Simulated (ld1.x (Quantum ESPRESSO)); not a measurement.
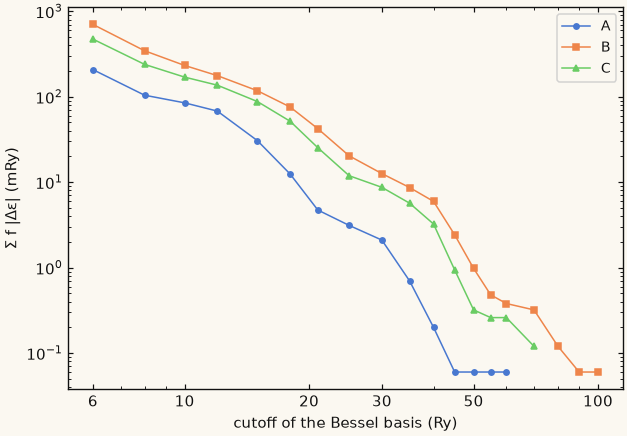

The occupation-weighted error of the valence levels in a spherical-Bessel basis for 3 variants of one potential.

Base settings:

Ld1.x (Quantum ESPRESSO) 7.5 input:

```
 &input
   title='Ba', zed=56., rel=0, dft='PBE', iswitch=3,
   config='[Xe] 5d0 6s2 6p0'
 /
 &inputp
   pseudotype=2, tm=.true., lloc=2,
   nlcc=.false.
 /
3
5S  1  0   2.00   0.00  2.95  2.95  0.0
5P  2  1   6.00   0.00  2.50  2.50  0.0
5D  3  2   0.00   0.00  3.95  3.95  0.0
 &test
   configts(1)='5s2 5p6 5d0 6s2 6p0'
 /
```

Question: The variants differ in the scale factor on all radii: 0.77, 0.83, 0.96. Which curve belongs to which value?

Answer: A: 0.96; B: 0.77; C: 0.83.

Of the 4 potentials behind this page, the base run counted, 2 are unsound (ghost states, missed reference levels or an overlap that isn't positive definite).
